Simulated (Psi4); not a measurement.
# One shape, several levels: doublet BH3Br

Wanted: a comparison of 4 runs (U-r2SCAN/def2-TZVP, UB3LYP/def2-TZVP, UM06-L/def2-TZVP, UTPSS/def2-TZVP) of doublet BH3Br. 

Program for the calculation: Psi4 1.11.

3 further runs of the same task are left out: 2 that didn't finish, 1 set aside as unsound or not needed.

## (1) Starting point

The species is BH3Br (5 atoms), meant as a doublet with charge 0. As SMILES of the parent species, `[BH3-]Br`. Geometry: relaxed at GFN2-xTB. That shape belongs to the parent species and isn't relaxed for this state.

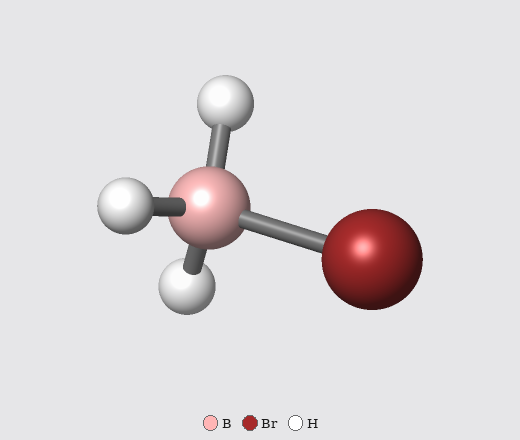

The structure, seen from a chosen angle (boron pink, bromine red, hydrogen white).

## (2) A single-point energy at U-r2SCAN/def2-TZVP (run 1)

File input.in:

```
memory 1600 MB

molecule mol {
  0 2
  B
  Br 1 2.0263
  H 1 1.211303 2 107.56148
  H 1 1.21133 3 111.32226 2 117.58168
  H 1 1.211325 3 111.30144 4 124.8385
  symmetry c1
}

set {
  reference            uks
  puream               true
  e_convergence        1e-09
  d_convergence        1e-08
  scf_type             pk
  dft_radial_points    99
  dft_spherical_points 590
  maxiter              200
}

result, w = energy("r2scan/def2-TZVP", return_wfn=True)
oeprop(w, "DIPOLE", "MAYER_INDICES", "WIBERG_LOWDIN_INDICES", title="R2SCAN")
```

The run is started by

```sh
$ psi4 input.in input.out -n 1
```

input.out:

```text
[...]
  Running in c1 symmetry.
[...]
  Nuclear repulsion =   73.969294615212021
[...]
  Multiplicity = 2
[...]
  Nalpha       = 22
  Nbeta        = 21
[...]
    Number of basis functions: 97
[...]
   @UKS iter   1: -2600.24251394874727   -1.26834e+00   1.57956e-02 ADIIS/DIIS
[...]
   @UKS iter  21: -2600.71018512812134   -4.54747e-13   3.96795e-09 DIIS
[...]
   @S^2 Observed:                7.550866435E-01
[...]
  @UKS Final Energy: -2600.71018512812134
   => Energetics <=
    Nuclear Repulsion Energy =             73.9692946152120214
    One-Electron Energy =               -3763.0491092646821016
    Two-Electron Energy =                1184.7787260077870997
    DFT Exchange-Correlation Energy =     -96.4090964864385285
    Empirical Dispersion Energy =           0.0000000000000000
    VV10 Nonlocal Energy =                  0.0000000000000000
    Total Energy =                      -2600.7101851281213385
[...]
 Multipole Moments:
 ------------------------------------------------------------------------------------
     Multipole            Electronic (a.u.)      Nuclear  (a.u.)        Total (a.u.)
 ------------------------------------------------------------------------------------
 L = 1.  Multiply by 2.5417464519 to convert [e a0] to [Debye]
 Dipole X            :          0.1251762            0.0001560            0.1253322
 Dipole Y            :         -0.0712462            0.0000863           -0.0711599
 Dipole Z            :          7.2011996           -6.8811662            0.3200334
 Magnitude           :                                                    0.3509890
[...]
```

Wall time 47 s (1 thread of Intel Xeon 6975P-C (Granite Rapids), shared host); peak memory 0.83 GiB.

## (3) Energy and gradient at UB3LYP/def2-TZVP (run 2)

File bbrh3.inp:

```
memory 1.6 GB

molecule {
  0 2
  B
  Br 1 2.0263
  H 1 1.211303 2 107.56148
  H 1 1.21133 3 111.32226 2 117.58168
  H 1 1.211325 3 111.30144 4 124.8385
  units angstrom
  symmetry c1
}

set basis def2-TZVP
set reference uks
set puream true
set e_convergence 1e-09
set d_convergence 1e-08
set scf_type pk
set dft_radial_points 99
set dft_spherical_points 590
set maxiter 200

e_tot, wfn = gradient('b3lyp', return_wfn=True)
oeprop(wfn, 'MULLIKEN_CHARGES', 'LOWDIN_CHARGES', 'DIPOLE')
```

The run is started by

```sh
$ psi4 -n 1 bbrh3.inp bbrh3.out
```

bbrh3.out:

```text
[...]
  Running in c1 symmetry.
[...]
  Nuclear repulsion =   73.969294615212021
[...]
  Multiplicity = 2
[...]
  Nalpha       = 22
  Nbeta        = 21
[...]
    Number of basis functions: 97
[...]
   @UKS iter   1: -2600.36888957548945   -1.38038e+00   1.52529e-02 DIIS/ADIIS
[...]
   @UKS iter  24: -2600.78255842088038   -2.00544e-10   9.09326e-09 DIIS
[...]
   @S^2 Observed:                7.541591959E-01
[...]
  @UKS Final Energy: -2600.78255842088038
   => Energetics <=
    Nuclear Repulsion Energy =             73.9692946152120214
    One-Electron Energy =               -3762.6935443453539847
    Two-Electron Energy =                1165.5242619346397532
    DFT Exchange-Correlation Energy =     -77.5825706253785370
    Empirical Dispersion Energy =           0.0000000000000000
    VV10 Nonlocal Energy =                  0.0000000000000000
    Total Energy =                      -2600.7825584208808323
[...]
  -Total Gradient:
     Atom            X                  Y                   Z
    ------   -----------------  -----------------  -----------------
       1        0.033309631465     0.019133704300     0.000160136634
       2       -0.003414181084    -0.001963101393     0.006288183148
       3       -0.011967216967    -0.007478163068    -0.000825021046
       4       -0.005470418650    -0.003111890238    -0.004815393326
       5       -0.012457868543    -0.006580527855    -0.000810544366
[...]
```

Wall time 32 s (1 thread of Intel Xeon 6975P-C (Granite Rapids), shared host); peak memory 0.75 GiB.

Run 3 isn't shown in full; the table further down has it.

## (4) Energy and forces at UTPSS/def2-TZVP (run 4)

File calc.py:

```python
import psi4

psi4.set_memory('1600 MB')
psi4.set_num_threads(1)
psi4.set_output_file('psi4.out', False)

geom = psi4.geometry("""
0 2
B      0.105540    -0.047320     0.145720
Br    -1.044180     0.467760    -1.441330
H      1.234050    -0.217200    -0.260310
H     -0.352540    -1.066680     0.613040
H      0.057130     0.863440     0.942890
units angstrom
symmetry c1
no_reorient
no_com
""")

psi4.set_options({
    'reference': 'uks',
    'puream': True,
    'e_convergence': 1e-09,
    'd_convergence': 1e-08,
    'scf_type': 'pk',
    'dft_radial_points': 99,
    'dft_spherical_points': 590,
    'maxiter': 200,
})

e_tot, wfn = psi4.gradient('tpss/def2-TZVP', return_wfn=True)
psi4.oeprop(wfn, 'WIBERG_LOWDIN_INDICES', 'DIPOLE', 'MULLIKEN_CHARGES')
print('gradient / Eh bohr^-1')
print(e_tot.np.round(6))
print(f'energy = {wfn.energy():.10f} Eh')
for k, v in sorted(psi4.core.scalar_variables().items()):
    print(f'{k:45s} {v:18.10f}')
```

The run is started by

```sh
$ python calc.py
```

psi4.out:

```text
[...]
  Running in c1 symmetry.
[...]
  Nuclear repulsion =   73.969301079071656
[...]
  Multiplicity = 2
[...]
  Nalpha       = 22
  Nbeta        = 21
[...]
    Number of basis functions: 97
[...]
   @UKS iter   1: -2600.17788836316095   -1.21283e+00   1.59541e-02 DIIS/ADIIS
[...]
   @UKS iter  21: -2600.67166884016615   -2.72848e-12   2.91192e-09 DIIS
[...]
   @S^2 Observed:                7.531632353E-01
[...]
  @UKS Final Energy: -2600.67166884016615
   => Energetics <=
    Nuclear Repulsion Energy =             73.9693010790716556
    One-Electron Energy =               -3762.4702612507435333
    Two-Electron Energy =                1184.1731137681799737
    DFT Exchange-Correlation Energy =     -96.3438224366741167
    Empirical Dispersion Energy =           0.0000000000000000
    VV10 Nonlocal Energy =                  0.0000000000000000
    Total Energy =                      -2600.6716688401661486
[...]
  -Total Gradient:
     Atom            X                  Y                   Z
    ------   -----------------  -----------------  -----------------
       1       -0.006570247796     0.030949664806     0.017453946514
       2       -0.002934933457    -0.000864590334    -0.006083575993
       3       -0.001604770840    -0.013281592436     0.000995728776
       4        0.009920338110    -0.007120357981    -0.005323832420
       5        0.001194311637    -0.009685578827    -0.007035649360
[...]
```

The script printed:

```text
Memory set to   1.490 GiB by Python driver.
  Threads set to 1 by Python driver.
gradient / Eh bohr^-1
[[-0.00657   0.03095   0.017454]
 [-0.002935 -0.000865 -0.006084]
 [-0.001605 -0.013282  0.000996]
 [ 0.00992  -0.00712  -0.005324]
 [ 0.001194 -0.009686 -0.007036]]
energy = -2600.6716688402 Eh
CURRENT ENERGY                                  -2600.6716688402
CURRENT REFERENCE ENERGY                        -2600.6716688402
DD SOLVATION ENERGY                                 0.0000000000
DFT FUNCTIONAL TOTAL ENERGY                     -2600.6716688402
DFT TOTAL ENERGY                                -2600.6716688402
DFT VV10 ENERGY                                     0.0000000000
DFT XC ENERGY                                     -96.3438224367
GRID ELECTRONS ALPHA                               21.9999999699
GRID ELECTRONS BETA                                20.9999999776
GRID ELECTRONS TOTAL                               42.9999999474
NUCLEAR REPULSION ENERGY                           73.9693010791
ONE-ELECTRON ENERGY                             -3762.4702612507
PCM POLARIZATION ENERGY                             0.0000000000
PE ENERGY                                           0.0000000000
SCF ITERATION ENERGY                            -2600.6716688402
SCF ITERATIONS                                     21.0000000000
SCF TOTAL ENERGY                                -2600.6716688402
TWO-ELECTRON ENERGY                              1184.1731137682
XC GRID RADIAL POINTS                              99.0000000000
XC GRID SPHERICAL POINTS                          590.0000000000
XC GRID TOTAL POINTS                           278626.0000000000
```

Wall time 61 s (1 thread of Intel Xeon 6975P-C (Granite Rapids), shared host); peak memory 0.84 GiB.

## (5) Overview of the runs

```csv
run,level,task,energy (Eh),dipole moment (D),HOMO energy (eV),LUMO energy (eV),wall time
1,U-r2SCAN/def2-TZVP,energy,-2600.710185,0.89,-7.23,-7.00,47 s
2,UB3LYP/def2-TZVP,gradient,-2600.782558,1.12,-8.03,-6.55,32 s
3,UM06-L/def2-TZVP,gradient,-2600.658964,1.29,-7.13,-6.89,51 s
4,UTPSS/def2-TZVP,gradient,-2600.671669,0.93,-7.13,-7.04,61 s
```

## (6) What came out

| quantity | value |
| --- | --- |
| run 4: total energy | -2600.67167 Eh |
| run 4: dipole moment | 0.93 D |
| run 4: HOMO energy (highest over α and β) | -7.13 eV |
| run 4: LUMO energy (lowest over α and β) | -7.04 eV |
| run 4: ⟨S²⟩ | 0.753 |
| run 4: largest force on an atom | 1.858 eV/Å |

What this shows: The dipole moment (its size) runs from 0.89 D (U-r2SCAN/def2-TZVP) to 1.29 D (UM06-L/def2-TZVP). Totals of different functionals can't be ranked against each other. All runs together took 3.2 min, the longest 61 s.
